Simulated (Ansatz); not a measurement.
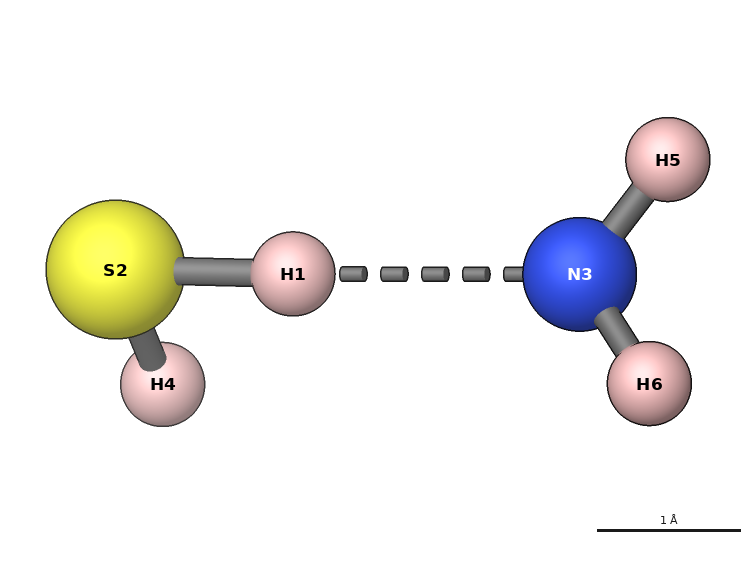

Broken lines mark hydrogen bonds. Charge 0, doublet. The geometry was computed by an optimisation with PBE0-D4/def2-TZVP.

Tabulate the hydrogen bonds (donors O, N, F, S, Cl) with their geometry.

| D–H···A | D–H (Å) | H···A (Å) | angle (°) | kind |
| --- | --- | --- | --- | --- |
| S2–H1···N3 | 1.35 | 2.21 | 178 | intermolecular |
